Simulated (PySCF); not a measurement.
# C4H13NSi2: what the fields show

```tsv
atom	x (Å)	y (Å)	z (Å)
Si	2.8405	-0.0415	-0.3621
C	1.2200	-1.0252	-0.2225
C	0.0592	-0.2302	0.3656
C	-1.2146	-1.0738	0.4809
N	-2.2996	-0.1514	0.7437
Si	-2.0852	1.4061	0.0587
C	-0.2984	1.0122	-0.4506
H	3.1032	0.6531	0.9002
H	2.7770	0.9335	-1.4529
H	3.9279	-0.9838	-0.6401
H	0.9302	-1.3948	-1.2094
H	1.3888	-1.9099	0.3972
H	0.3247	0.0937	1.3775
H	-1.3764	-1.6348	-0.4522
H	-1.1326	-1.7989	1.2983
H	-3.1831	-0.5869	0.9472
H	-2.2267	2.4289	1.0976
H	-2.9285	1.7256	-1.1014
H	-0.2456	0.7758	-1.5142
H	0.4139	1.8129	-0.2647
```

Geometry: GFN2-xTB, NEB image 0 of 0 to 8.

Theory: PySCF 2.14.0, PBE0/pcSseg-1, SCF density, gas phase, non-relativistic.

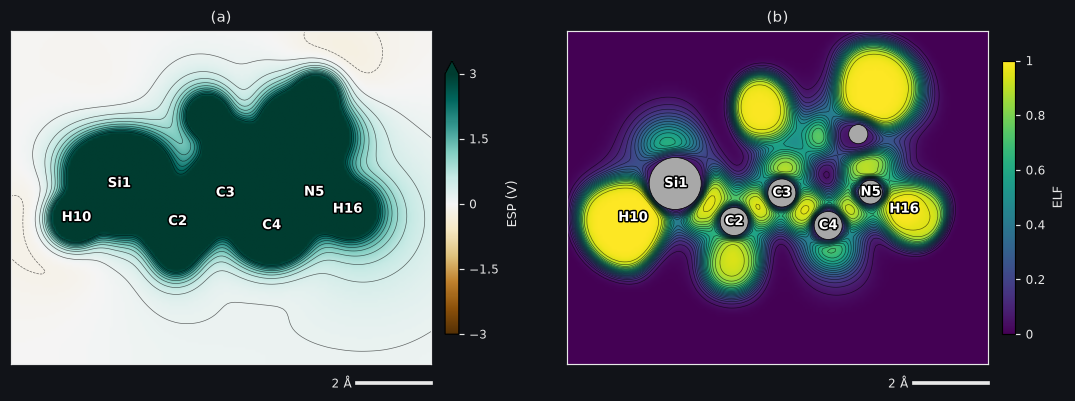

Figure 1. (a) molecular electrostatic potential; (b) ELF on the plane of atoms C4, N5 and H16. Grey discs cover the atomic cores in the ELF map.

### Read the bonding off the picture.

- The section cuts through Si, C, N and H sites.
- C–N (1.45 Å): the ELF peaks at about 0.90 between the atoms (a covalent bond).
- C–C (1.52 Å): the ELF peaks at about 0.95 between the atoms; localised, covalent bonding.
- C–Si (1.90 Å): the ELF peaks at about 0.95 between the atoms; a shared electron pair.
- N–H (1.01 Å): the ELF climbs to about 1 towards the hydrogen, as it does in any bond to H (a covalent bond by its length).
- Si–H (1.47 Å): the ELF climbs to about 1 towards the hydrogen.
- The potential has no marked negative region in this plane.

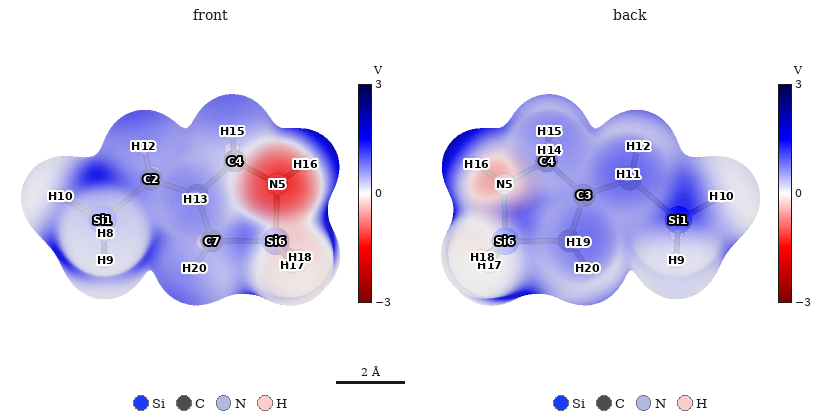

Figure 2. The molecular electrostatic potential painted on the density surface at 0.004 e/bohr³, seen from the front and from behind; the colour scale runs from red (negative) to blue (positive).

### Describe the electrostatic potential map.

The most negative region (about −1.4 V) lies over N5, the most positive (about +2.0 V) over Si6 and H16. N5 is the likeliest acceptor of a hydrogen bond.
